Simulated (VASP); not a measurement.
Band structure of SiRh (relaxed from the NbAs structure, space group I4_1md). Calculation: PBEsol GGA, VASP's PBE PAW potentials (set 64) (plane waves; VASP).

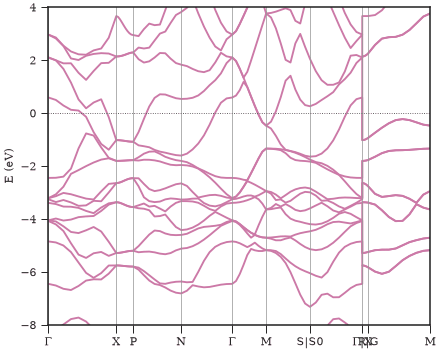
Figure. Bands along high-symmetry lines, zero at the valence-band maximum or, without a gap, the Fermi level

Q: Read the plot: is there a gap, and where are the band edges?

A: It has no gap at this level: it comes out as a metal or semimetal. (Edges off the drawn lines would not show.)

The structure was generated: SiRh was put into the NbAs type (I4_1md), which need not be its known phase. It was relaxed first.
